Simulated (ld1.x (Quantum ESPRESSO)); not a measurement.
# How the scale of all radii shapes a TM potential for Zr, part 2 of 2

Aim: generate and test one potential in full, then change the scale of all radii and see what happens to hardness, ghosts and transferability.

ld1.x (Quantum ESPRESSO) 7.5; first potential PBE, scalar-relativistic. Earlier steps stand in the parts before.

### 5 Plane-wave convergence, by spherical Bessel functions

A separate test, outside the generator: the pseudo-atom's Hamiltonian at the reference potential is diagonalised in spherical Bessel functions j_l(qr) that vanish at 20 bohr, with q² up to the cutoff.

All-electron valence levels (Ry): 4s -4.0060, 5s -0.3263, 4d -0.2645, 4p -2.3859, 5p -0.1080. The lowest levels of each channel (Ry) by cutoff; the last column sums, over occupied levels, occupation times the distance from the level at 400 Ry. A positive value at high cutoff is not a bound level.

```csv
cutoff (Ry),s #1,s #2,d #1,p #1,p #2,f #1,Σ f·Δε (mRy)
8,-3.9283,-0.3419,-0.0853,-2.0614,-0.0837,0.1010,2471.9
18,-3.9870,-0.3465,-0.2341,-2.3315,-0.1056,0.1010,427.1
35,-4.0032,-0.3474,-0.2632,-2.3692,-0.1074,0.1010,108.9
50,-4.0057,-0.3475,-0.2644,-2.3837,-0.1084,0.1010,13.8
55,-4.0059,-0.3475,-0.2645,-2.3843,-0.1085,0.1010,9.7
80,-4.0060,-0.3475,-0.2645,-2.3850,-0.1085,0.1010,5.5
100,-4.0060,-0.3475,-0.2645,-2.3857,-0.1086,0.1010,1.0
120,-4.0060,-0.3475,-0.2645,-2.3859,-0.1086,0.1010,0.2
400,-4.0060,-0.3475,-0.2645,-2.3859,-0.1086,0.1010,0.0
```

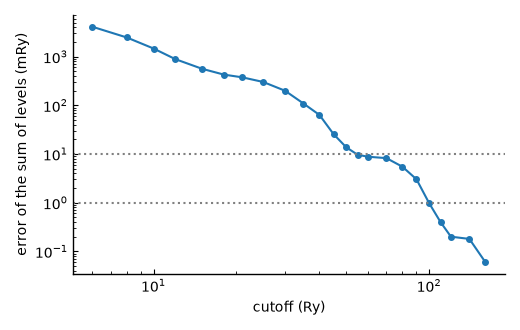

Occupation-weighted error of the valence levels against the cutoff; the dotted lines mark 10 and 1 mRy.

The sum stays within 10 mRy from 55 Ry and within 1 mRy from 100 Ry. The sum leaves out empty levels, which can need more. Ghost test: no level below the all-electron spectrum of its channel (s, d, p, f tested).

### 6 Variant: scale of all radii = 1.19

Zr.in reads:

```
 &input
   title='Zr', zed=40., rel=1, dft='PBE', iswitch=3,
   config='[Kr] 4d2 5s2 5p0',
   nld=3, rlderiv=2.45, eminld=-6.0, emaxld=5.0, deld=0.02
 /
 &inputp
   pseudotype=2, tm=.true., lloc=1,
   nlcc=.true., new_core_ps=.true., rcore=0.70,
   file_pseudopw='Zr.UPF', file_wfcaegen='ae.wfc', file_wfcncgen='nc.wfc', file_beta='beta', file_chi='chi'
 /
3
4S  1  0   2.00   0.00  2.24  2.24  0.0
4D  3  2   2.00   0.00  1.86  1.86  0.0
4P  2  1   6.00   0.00  1.60  1.60  0.0
 &test
   configts(1)='4s2 4p6 4d2 5s2 5p0'
 /
```

Launch:

```console
$ ld1.x < Zr.in > Zr.out
```

What the program wrote to Zr.out (without the banner and most projector matrices):

```text
     Program LD1 v.7.5
     [... all-electron run as in step 2 ...]


     --------------------- Generating NC pseudopotential ---------------------

      Generating local pot.: lloc=1, matching radius rcloc =   1.6000

      Computing core charge for nlcc:

       r > 0.70 : true rho core
      Core charge pseudized with two Bessel functions
      Integrated core pseudo-charge :  20.38

      Wfc   4S  rcut= 2.250  Using Troullier-Martins method

      Wfc   4D  rcut= 1.842  Using Troullier-Martins method

     ------------------- End of pseudopotential generation -------------------

     [... all-electron run as in step 2 ...]


     Computing logarithmic derivative in   2.44096

       Warning: n=1, l=0 expected 0 nodes, found 1
       Setting wfc to zero for this iteration
       (This warning will only be printed once per wavefunction)

     Computing logarithmic derivative in   2.44096
     Computing the partial wave expansion
     R is outside the sphere for l=    0 j= 0.00
       no projector for channel:   1
     R is outside the sphere for l=    2 j= 0.00

     ---------------------- Testing the pseudopotential ----------------------

     Zr
     scalar relativistic calculation

     atomic number is 40.00   valence charge is 12.00
     dft =PBE   lsd =0 sic =0 latt =0  beta=0.20 tr2=1.0E-14
     mesh =1225 r(mesh) = 100.59681 xmin = -7.00 dx = 0.01250

     n l     nl             e AE (Ry)        e PS (Ry)    De AE-PS (Ry)
     1 0     4S   1( 2.00)       -4.00601       -4.00601       -0.00000
     2 1     4P   1( 6.00)       -2.38587       -2.38589        0.00002
     3 2     4D   1( 2.00)       -0.26451       -0.26451       -0.00000
     2 0     5S   1( 2.00)       -0.32628       -0.37750        0.05123  !
     3 1     5P   1( 0.00)       -0.10799       -0.10928        0.00129

     eps = 7.3E-15  iter = 19

     Etot =   -7197.066779 Ry,   -3598.533389 Ha,  -97921.081979 eV
     Etotps =  -168.954533 Ry,     -84.477267 Ha,   -2298.743528 eV

     Ekin =      27.900202 Ry,      13.950101 Ha,     379.601586 eV
     Encl =    -186.273834 Ry,     -93.136917 Ha,   -2534.384626 eV
     Ehrt =      75.536190 Ry,      37.768095 Ha,    1027.722218 eV
     Ecxc =     -87.245590 Ry,     -43.622795 Ha,   -1187.036726 eV
     (Ecc =     -72.468178 Ry,     -36.234089 Ha,    -985.979790 eV)
     Epseu=       1.128500 Ry,       0.564250 Ha,      15.354020 eV

     ---------------------- End of pseudopotential test ----------------------
```

It took 1.7 s on 1 thread, shared host. This counts the later configuration tests of the new file too.

The new file went through the configuration test as well (its log is not shown).

The tests as a table, with energies relative to 4s2 4p6 4d2 5s2 5p0.

| valence configuration | charge | ΔE all-electron (eV) | error AE − PS (meV) |
| --- | --- | --- | --- |
| 4s2 4p6 4d2 5s1 5p0 | +1 | 7.137 | -1054 |
| 4s2 4p6 4d2 5s0 5p0 | +2 | 20.077 | -2984 |
| 4s2 4p6 4d1 5s0 5p0 | +3 | 42.704 | -4335 |
| 4s1 4p6 4d2 5s2 5p0 | +1 | 60.526 | -98 |
| 4s2 4p6 4d2 5s1 5p1 | 0 | 3.041 | -774 |
| 4s2 4p6 4d3 5s1 5p0 | 0 | 1.195 | -614 |
| 4s2 4p5 4d2 5s2 5p0 | +1 | 37.994 | +78 |

Compared with the first run, the loose cutoff goes from 55 Ry to 45 Ry, the largest test error goes from -2309 to -4335 meV and there is no bound ghost.

### 7 Results

This closing draws on all 2 parts.

Cutoffs, loose and tight: the cutoffs (Ry, on a coarse ladder) from which the occupation-weighted sum of valence levels, in a spherical-Bessel basis at the reference potential, stays within 10 and 1 mRy of its value at 400 Ry; empty and scattering waves don't count. The number of plane waves in a given cell goes as the cutoff to the power 3/2; it is given for the loose cutoff, relative to the first potential. Test errors are all-electron less pseudo. The phase difference is the largest within 1 Ry of zero, over the channels with partial waves.

```csv
scale of all radii,outcome,"cutoff, loose","cutoff, tight","plane waves, relative",bound ghosts,largest test error (meV),phase difference near zero (rad)
1 (first),generated,55 Ry,100 Ry,1.00,none,-2309,0.193
1.19,generated,45 Ry,80 Ry,0.74,none,-4335,0.816
```

**Reading.** The loose cutoff is 55 Ry at 1 and 45 Ry at 1.19. The largest test error is 2309 meV at 1 and 4335 meV at 1.19.

The first potential by itself. Already in the reference configuration the 5s level is off by 289 meV; it has no partial wave or projector of its own. By total energies transferability is poor: the largest error is 2309 meV on 42.7 eV, for 4s2 4p6 4d1 5s0 5p0. It counts as of middling hardness, with 55 Ry needed at the looser tolerance. The slowest occupied level is 4p: taken alone it needs 80 Ry to come within 1 mRy, against 45 Ry for 4s.
